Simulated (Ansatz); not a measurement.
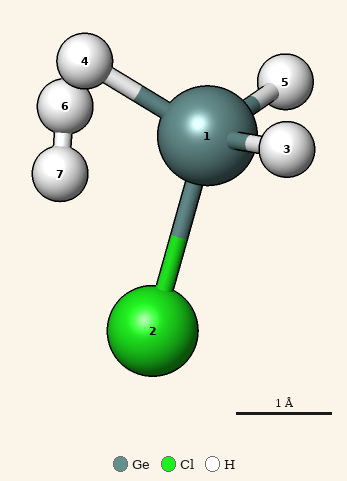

*The starting structure (ball-and-stick view, seen at a tilt; atoms are numbered from 1 in the order of the input). Sticks mark near contacts.*

Bond lengths as drawn: Cl–Ge 2.20 Å, Ge–H 1.53 Å and H–H 0.71 Å.

## Run report: GeH₅Cl, geometry relaxation

GeH₅Cl, computed with RKS PBE0-D4/def2-mTZVP (Ansatz 0.2.0).

It belongs to a series of runs on one base structure; here: end point A relaxed. Figures and captions count atoms from 1; the log counts them from 0 in places.

The program's output
```
The last accepted step is kept in [file] (removed where the run ends without a failure and the disk answers)
Engine: ansatz 0.2.0, aarch64-unknown-linux-gnu
Functional definition: PBE0
  parameter a = 0.25
  parameter kappa = 0.804
  parameter beta = 0.06672455060314922
  exchange = (1 - a)*pbe_x(kappa = kappa, mu = beta*pi^2/3) + a*exact_x
  correlation = pbe_c(beta = beta)
748 factors; integrals over basis functions are off by at most 5.6e-4 eV
mean field evaluation 1: about -69110.5083 eV, gradient 1.9e1 eV
mean field evaluation 2: about -69110.4858 eV, gradient 2.2e1 eV
mean field evaluation 4: about -69110.9924 eV, gradient 3.3e-1 eV
mean field evaluation 8: about -69110.9899 eV, gradient 5.1e-3 eV
mean field -69110.98985769 eV, -2539.7820321589 hartree, gradient 6.3e-5 eV, S^2 0.000000; 0 other end points of the search recorded, 0 dependent functions left out
the calculation of the forces begins
reference -69110.98988655 eV, -2539.7820332194 hartree; 27, 27 occupied and 46, 46 virtual orbitals, 748 factors
relax step   1: F+E_penalty+E_count = -69111.08251812 eV  Δ(F+E_penalty+E_count) = +0.000e0 eV  max|allowed force component| = 1.236e0 eV/Å  Δτ_max = 0.0000 Å  (22 SCF iters, accepted)
these checks for a lower state are left out or cut short: starts, cluster_reference, orbital_swaps, neighbouring_geometries, increment
748 factors; integrals over basis functions are off by at most 5.7e-4 eV
mean field evaluation 16: about -69111.0983 eV, gradient 3.4e-2 eV
mean field -69111.09832520 eV, -2539.7860182660 hartree, gradient 2.4e-5 eV, S^2 0.000000; 0 other end points of the search recorded, 0 dependent functions left out
the calculation of the forces begins
reference -69111.09835441 eV, -2539.7860193395 hartree; 27, 27 occupied and 46, 46 virtual orbitals, 748 factors
relax step   2: F+E_penalty+E_count = -69111.18916946 eV  Δ(F+E_penalty+E_count) = -1.067e-1 eV  max|allowed force component| = 1.667e-1 eV/Å  Δτ_max = 0.1972 Å  (23 SCF iters, accepted)
these checks for a lower state are left out or cut short: starts, cluster_reference, orbital_swaps, neighbouring_geometries, increment
748 factors; integrals over basis functions are off by at most 5.7e-4 eV
mean field -69111.12963766 eV, -2539.7871689777 hartree, gradient 3.9e-5 eV, S^2 0.000000; 0 other end points of the search recorded, 0 dependent functions left out
the calculation of the forces begins
reference -69111.12966732 eV, -2539.7871700677 hartree; 27, 27 occupied and 46, 46 virtual orbitals, 748 factors
relax step   3: F+E_penalty+E_count = -69111.21843257 eV  Δ(F+E_penalty+E_count) = -2.926e-2 eV  max|allowed force component| = 1.120e-1 eV/Å  Δτ_max = 0.1582 Å  (23 SCF iters, accepted)
these checks for a lower state are left out or cut short: starts, cluster_reference, orbital_swaps, neighbouring_geometries, increment
748 factors; integrals over basis functions are off by at most 5.6e-4 eV
mean field -69111.14234178 eV, -2539.7876358455 hartree, gradient 2.3e-5 eV, S^2 0.000000; 0 other end points of the search recorded, 0 dependent functions left out
the calculation of the forces begins
reference -69111.14237185 eV, -2539.7876369506 hartree; 27, 27 occupied and 46, 46 virtual orbitals, 748 factors
relax step   4: F+E_penalty+E_count = -69111.22922858 eV  Δ(F+E_penalty+E_count) = -1.080e-2 eV  max|allowed force component| = 7.817e-2 eV/Å  Δτ_max = 0.1277 Å  (23 SCF iters, accepted)
these checks for a lower state are left out or cut short: starts, cluster_reference, orbital_swaps, neighbouring_geometries, increment
748 factors; integrals over basis functions are off by at most 5.3e-4 eV
mean field evaluation 32: about -69111.1442 eV, gradient 7.3e-1 eV
mean field -69111.14605848 eV, -2539.7877724319 hartree, gradient 2.6e-5 eV, S^2 0.000000; 0 other end points of the search recorded, 0 dependent functions left out
the calculation of the forces begins
reference -69111.14608889 eV, -2539.7877735493 hartree; 27, 27 occupied and 46, 46 virtual orbitals, 748 factors
relax step   5: F+E_penalty+E_count = -69111.23161307 eV  Δ(F+E_penalty+E_count) = -2.384e-3 eV  max|allowed force component| = 1.752e-1 eV/Å  Δτ_max = 0.1191 Å  (23 SCF iters, accepted)
these checks for a lower state are left out or cut short: starts, cluster_reference, orbital_swaps, neighbouring_geometries, increment
748 factors; integrals over basis functions are off by at most 5.5e-4 eV
mean field -69111.14861606 eV, -2539.7878664211 hartree, gradient 2.7e-5 eV, S^2 0.000000; 0 other end points of the search recorded, 0 dependent functions left out
the calculation of the forces begins
reference -69111.14864662 eV, -2539.7878675443 hartree; 27, 27 occupied and 46, 46 virtual orbitals, 748 factors
relax step   6: F+E_penalty+E_count = -69111.23345728 eV  Δ(F+E_penalty+E_count) = -1.844e-3 eV  max|allowed force component| = 6.624e-3 eV/Å  Δτ_max = 0.0400 Å  (24 SCF iters, accepted)
these checks for a lower state are left out or cut short: starts, cluster_reference, orbital_swaps, neighbouring_geometries, increment
748 factors; integrals over basis functions are off by at most 5.5e-4 eV
mean field -69111.14922796 eV, -2539.7878889080 hartree, gradient 5.5e-5 eV, S^2 0.000000; 0 other end points of the search recorded, 0 dependent functions left out
the calculation of the forces begins
reference -69111.14925865 eV, -2539.7878900358 hartree; 27, 27 occupied and 46, 46 virtual orbitals, 748 factors
relax step   7: F+E_penalty+E_count = -69111.23362034 eV  Δ(F+E_penalty+E_count) = -1.631e-4 eV  max|allowed force component| = 8.430e-3 eV/Å  Δτ_max = 0.0372 Å  (17 SCF iters, accepted)
```

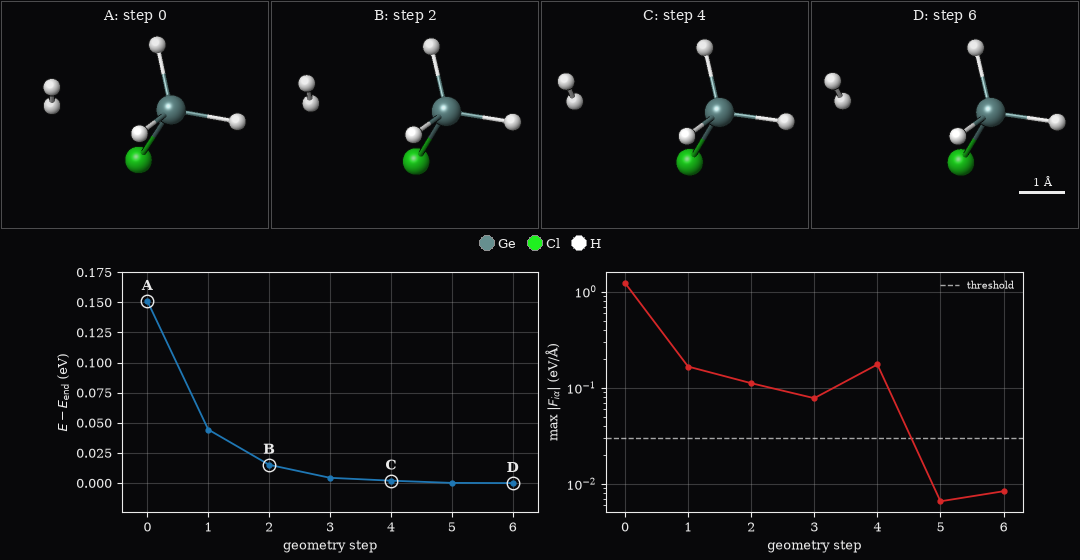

*Frames of the relaxation (ball-and-stick view, seen at a tilt) above the curves, on which the letters mark them (the first geometry is step 0 here and step 1 in the log).*

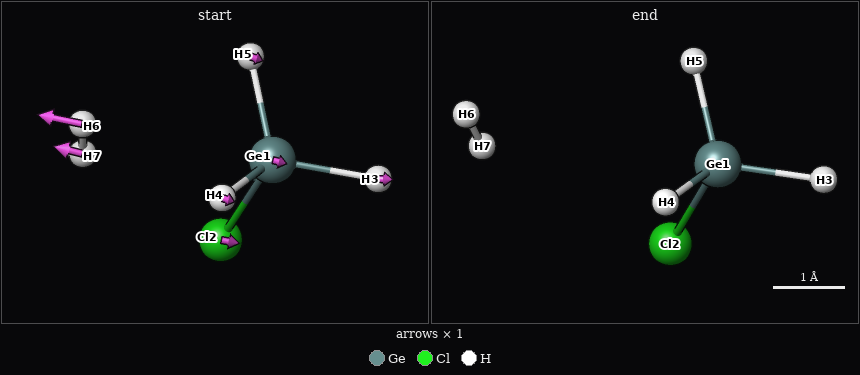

*Before (left) and after (right) the relaxation, at one scale (ball-and-stick view, seen at a tilt). The pink arrows give the displacements, at true length.*

The energy falls by 0.151 eV in 6 geometry steps. The largest force component goes from 1.2 to 0.0084 eV/Å. The atom that moves furthest after the best rigid fit is H6 (0.68 Å). Largest moves by element: H 0.68 Å, Cl 0.29 Å, Ge 0.23 Å. Distances before and after: Ge1–Cl2 2.203 → 2.165 Å, H6–H7 0.710 → 0.745 Å. (Atoms are counted from 1 in the order of the input.)

```
748 factors; integrals over basis functions are off by at most 5.5e-4 eV
mean field -69111.14922796 eV, -2539.7878889080 hartree, gradient 5.5e-5 eV, S^2 0.000000; 1 other end points of the search recorded, 0 dependent functions left out
the calculation of the forces begins
reference -69111.14925865 eV, -2539.7878900358 hartree; 27, 27 occupied and 46, 46 virtual orbitals, 748 factors
Total energy: -69111.23365102 eV, -2539.7909913985 hartree
Atom 0 at     0.453933     0.000000    -0.051729 Å, force     0.003340    -0.000000     0.008430 eV/Å
Atom 1 at     0.643139    -0.000000     2.105235 Å, force    -0.002996    -0.000000    -0.008053 eV/Å
Atom 2 at     1.876478    -0.000000    -0.622169 Å, force    -0.000252    -0.000000     0.000413 eV/Å
Atom 3 at    -0.313238     1.269315    -0.435667 Å, force     0.000270    -0.001494    -0.001646 eV/Å
Atom 4 at    -0.313238    -1.269315    -0.435667 Å, force     0.000270     0.001494    -0.001646 eV/Å
Atom 5 at    -3.045653    -0.000000     1.019778 Å, force    -0.003354     0.000000    -0.000519 eV/Å
Atom 6 at    -2.552522    -0.000000     1.578220 Å, force     0.002724     0.000000     0.003022 eV/Å
Dipole moment:    -0.037096    -0.000000    -0.460816 e Å
```

Trajectory as extended XYZ (Å, eV, eV/Å), 7 frames, from step=1 to step=7
```
7
Properties=species:S:1:pos:R:3:forces:R:3 step=1 energy=-69111.08252
Ge    0.2307    0.0000   -0.0097    0.2633   0.0000   0.4454
Cl    0.3713    0.0000    2.1884    0.1579   0.0000  -0.4644
H     1.6817    0.0000   -0.5056   -0.0131   0.0000  -0.0126
H    -0.5158    1.2734   -0.4179    0.0187  -0.0135   0.0010
H    -0.5158   -1.2734   -0.4179    0.0187   0.0135   0.0010
H    -2.3953    0.0000    0.8355   -0.8008   0.0000  -1.2064
H    -2.1079    0.0000    1.4852    0.3553   0.0000   1.2360
7
Properties=species:S:1:pos:R:3:forces:R:3 step=2 energy=-69111.18917
Ge    0.2993    0.0000   -0.0120    0.0259   0.0000   0.1659
Cl    0.4780    0.0000    2.1588    0.0283   0.0000  -0.1667
H     1.7366    0.0000   -0.5343    0.0391   0.0000  -0.0615
H    -0.4700    1.2635   -0.4136    0.0515   0.0038   0.0159
H    -0.4700   -1.2635   -0.4136    0.0515  -0.0038   0.0159
H    -2.5909    0.0000    0.8606   -0.1443   0.0000  -0.0414
H    -2.2341    0.0000    1.5122   -0.0519   0.0000   0.0720
7
Properties=species:S:1:pos:R:3:forces:R:3 step=3 energy=-69111.21843
Ge    0.3552    0.0000   -0.0271   -0.0285   0.0000   0.1120
Cl    0.5385    0.0000    2.1376   -0.0042   0.0000  -0.0979
H     1.7875    0.0000   -0.5621    0.0405   0.0000  -0.0580
H    -0.4157    1.2642   -0.4242    0.0392   0.0017   0.0157
H    -0.4157   -1.2642   -0.4242    0.0392  -0.0017   0.0157
H    -2.7419    0.0000    0.9078   -0.0021   0.0000   0.0967
H    -2.3590    0.0000    1.5503   -0.0841   0.0000  -0.0841
7
Properties=species:S:1:pos:R:3:forces:R:3 step=4 energy=-69111.22923
Ge    0.4001    0.0000   -0.0407   -0.0314   0.0000   0.0782
Cl    0.5815    0.0000    2.1210   -0.0076   0.0000  -0.0613
H     1.8289    0.0000   -0.5877    0.0321   0.0000  -0.0381
H    -0.3681    1.2668   -0.4336    0.0211  -0.0033   0.0091
H    -0.3681   -1.2668   -0.4336    0.0211   0.0033   0.0091
H    -2.8622    0.0000    0.9505    0.0126   0.0000   0.0685
H    -2.4631    0.0000    1.5822   -0.0479   0.0000  -0.0654
7
Properties=species:S:1:pos:R:3:forces:R:3 step=5 energy=-69111.23161
Ge    0.4285    0.0000   -0.0351    0.1271   0.0000  -0.1752
Cl    0.6162    0.0000    2.1144    0.0230   0.0000   0.0932
H     1.8490    0.0000   -0.6254   -0.0637   0.0000   0.0708
H    -0.3316    1.2688   -0.4258   -0.0363   0.0297   0.0032
H    -0.3316   -1.2688   -0.4258   -0.0363  -0.0297   0.0032
H    -2.9751    0.0000    0.9884   -0.0178   0.0000  -0.0089
H    -2.5065    0.0000    1.5671    0.0039   0.0000   0.0136
7
Properties=species:S:1:pos:R:3:forces:R:3 step=6 energy=-69111.23346
Ge    0.4445    0.0000   -0.0485    0.0038   0.0000  -0.0025
Cl    0.6336    0.0000    2.1078    0.0001   0.0000   0.0013
H     1.8671    0.0000   -0.6190    0.0000   0.0000   0.0009
H    -0.3227    1.2691   -0.4331    0.0006  -0.0006  -0.0011
H    -0.3227   -1.2691   -0.4331    0.0006   0.0006  -0.0011
H    -3.0120    0.0000    1.0041   -0.0015   0.0000   0.0066
H    -2.5389    0.0000    1.5799   -0.0035   0.0000  -0.0040
7
Properties=species:S:1:pos:R:3:forces:R:3 step=7 energy=-69111.23362
Ge    0.4539    0.0000   -0.0517    0.0033   0.0000   0.0084
Cl    0.6431    0.0000    2.1052   -0.0030   0.0000  -0.0081
H     1.8765    0.0000   -0.6222   -0.0003   0.0000   0.0004
H    -0.3132    1.2693   -0.4357    0.0003  -0.0015  -0.0016
H    -0.3132   -1.2693   -0.4357    0.0003   0.0015  -0.0016
H    -3.0457    0.0000    1.0198   -0.0034   0.0000  -0.0005
H    -2.5525    0.0000    1.5782    0.0027   0.0000   0.0030
```

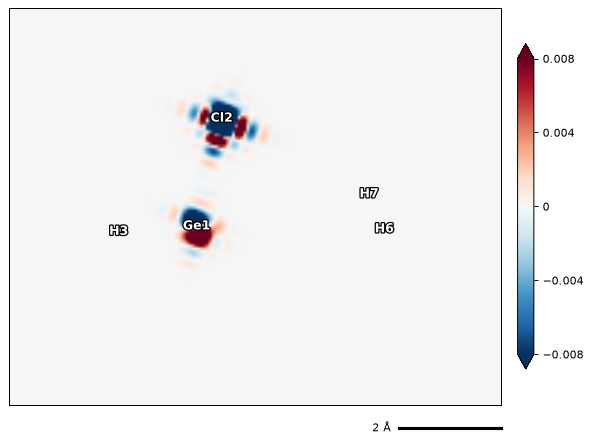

*The HOMO on the plane of atoms Cl2, Ge1 and H3 (values in Å⁻³ᐟ²; the overall sign is arbitrary).*

Its energy is −8.77 eV.

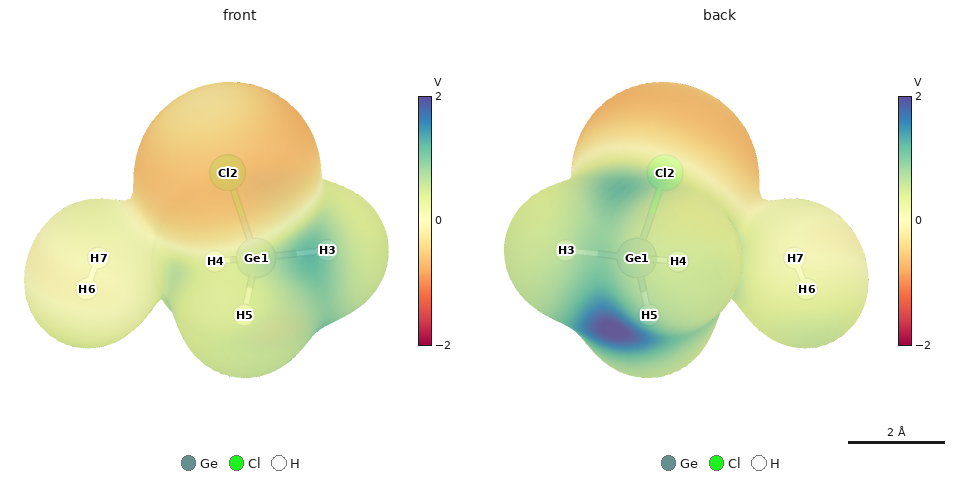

*The electrostatic potential painted on the density surface at 0.002 e/bohr³, seen at a tilt and from behind; red is negative and blue positive.*

A positive charge is drawn to the negative regions and a negative charge to the positive ones.

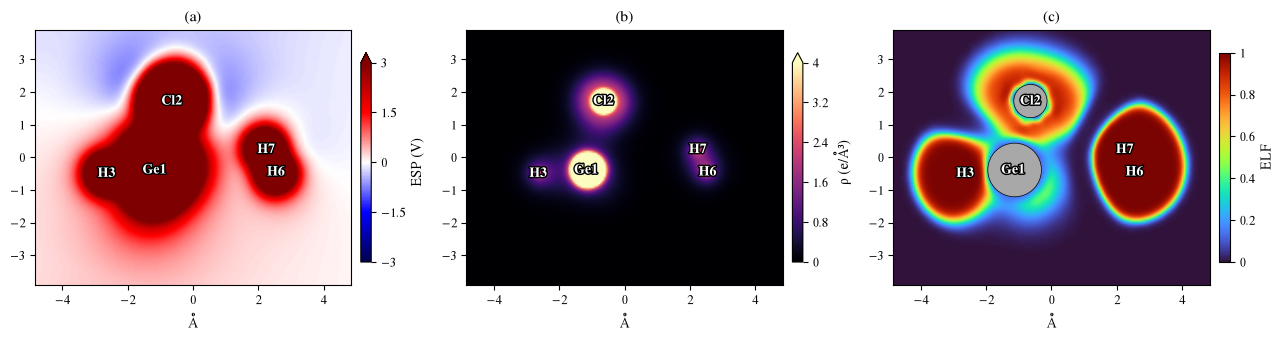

*(a) electrostatic potential; (b) total electron density; (c) ELF on the plane of atoms Cl2, Ge1 and H3. Grey discs, where drawn, cover atomic cores.*

Atoms in the plane: Ge, Cl and H. Ge–Cl (2.17 Å): ρ is about 0.74 e/Å³ halfway; the ELF peaks at about 0.85 in the valence shell of Cl, 0.9 Å from its nucleus, and is about 0.70 at the midpoint. H–H (0.75 Å): ρ at the midpoint is about 1.6 e/Å³; the ELF peaks at about 1 between the atoms; a covalent bond by its length.

The run was set up as follows.

Input
```yaml
crystal:
  periodic: [false, false, false]
  atoms:
    - { symbol: Ge, position_ang: [0.230656, 0.0, -0.009733] }
    - { symbol: Cl, position_ang: [0.371313, 0.0, 2.188411] }
    - { symbol: H, position_ang: [1.681744, 0.0, -0.505609] }
    - { symbol: H, position_ang: [-0.515807, 1.273365, -0.417879] }
    - { symbol: H, position_ang: [-0.515807, -1.273365, -0.417879] }
    - { symbol: H, position_ang: [-2.395279, 0.0, 0.835508] }
    - { symbol: H, position_ang: [-2.107921, 0.0, 1.485182] }
basis:
  gaussian: { orbitals: def2-mTZVP }
hamiltonian:
  xc: pbe0
  dispersion: d4
relax:
  f_tol: 0.03
  max_steps: 50
output:
  orbitals: {}
```

Launch command:
```bash
ansatz run input.yaml --threads 1 --pin off --max-ram 2048MiB --backend cpu --events-out ev --progress --plain --runs-dir out
```

Summary

- outcome: converged
- total energy: −69111.2337 eV
- mean-field energy: −69111.1493 eV
- largest force (length of the vector) at the end: 0.009 eV/Å
- hardware: 1 thread of Arm Neoverse V1, 24 GiB of memory available, shared host
- wall time: 18 s
- peak memory: 0.14 GiB
